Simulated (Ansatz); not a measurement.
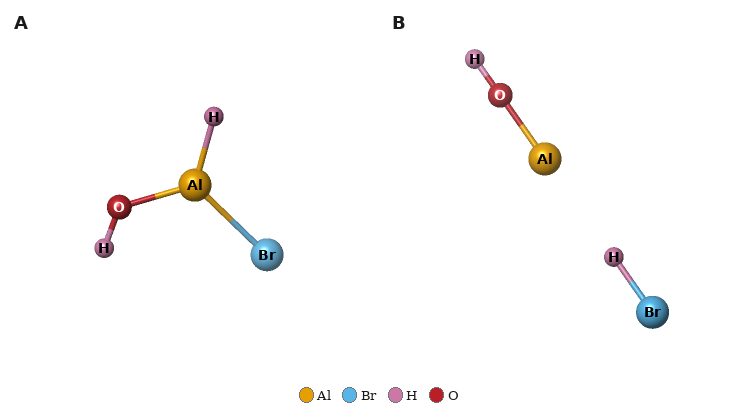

2 stationary structures of one formula. Geometries: PBE0-D4/def2-TZVP. Electronic energies: ωB97X-V/def2-TZVPP (Ansatz 0.2.0), without zero-point energy.

Question: Which is lowest in energy, and by how much?

Answer: A is lowest (Cs, a minimum); B lies 54.1 kcal/mol above it (C∞v, a minimum).

Give E(B) − E(A) in kcal/mol at these levels too: r2SCAN-D4/def2-TZVPP; RHF-CCSD(T) (frozen core)/def2-TZVPP; BLYP-D4/def2-TZVPP; B2PLYP (frozen core)/def2-TZVPP; SPW92 (LDA)/def2-TZVPP; PBE0-D4/def2-TZVPP; PBE-D4/def2-TZVPP; PBE-QIDH (frozen core)/def2-TZVPP.

| level | E(B) − E(A) (kcal/mol) |
| --- | --- |
| r2SCAN-D4/def2-TZVPP | +55.2 |
| RHF-CCSD(T) (frozen core)/def2-TZVPP | +51.8 |
| BLYP-D4/def2-TZVPP | +45.1 |
| B2PLYP (frozen core)/def2-TZVPP | +51.2 |
| SPW92 (LDA)/def2-TZVPP | +47.7 |
| PBE0-D4/def2-TZVPP | +50.9 |
| PBE-D4/def2-TZVPP | +47.1 |
| PBE-QIDH (frozen core)/def2-TZVPP | +55.0 |
